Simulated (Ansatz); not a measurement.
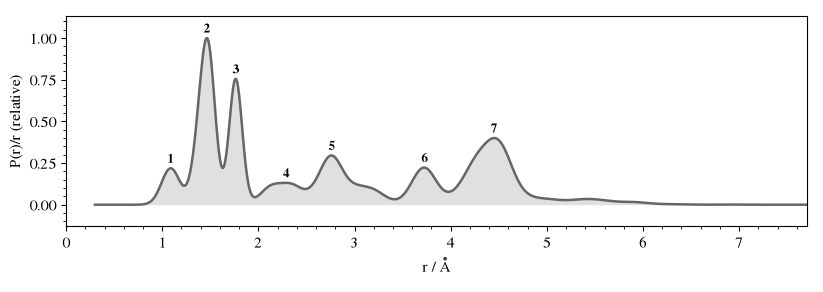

Simulated gas electron diffraction: radial distribution curve of CH₁₁NSi₂. Each pair of atoms contributes with weight ZᵢZⱼ/r; damping constant 0.001 Å²; vibrational amplitudes assumed, not computed: 0.05 Å for bonds, 0.078 Å for bonds to H, 0.06 + 0.015 r up to 0.15 Å for other pairs. The geometry is the end point of an optimisation (Ansatz, UKS CAM-B3LYP-D4/STO-3G); it may be a saddle point or a higher isomer.

Which pairs of atoms lie under the numbered peaks? Mark bonded pairs by – and others by ···.

Answer. Peak 1, 1.09 Å: N–H 1.04 Å, C–H 1.10–1.11 Å (×3), not resolved
Peak 2, 1.46 Å: Si–H 1.44–1.45 Å (×7), N–C 1.49 Å, not resolved
Peak 3, 1.76 Å: Si–N 1.76 Å
Peak 4, 2.28 Å: C···H 2.07 Å, N···H 2.12–2.28 Å (×4), H···H 2.34–2.39 Å (×10), Si···H 2.37 Å, not resolved
Peak 5, 2.76 Å: N···H 2.59–2.69 Å (×3), Si···C 2.76 Å, Si···H 2.95 Å, not resolved; in its flanks Si···H 3.08–3.22 Å
Peak 6, 3.72 Å: Si···H 3.72 Å, Si···N 3.72 Å
Peak 7, 4.45 Å: Si···H 4.21–4.64 Å (×4), Si···C 4.27 Å, Si···Si 4.50 Å, not resolved; in its flanks Si···H 4.09–5.04 Å
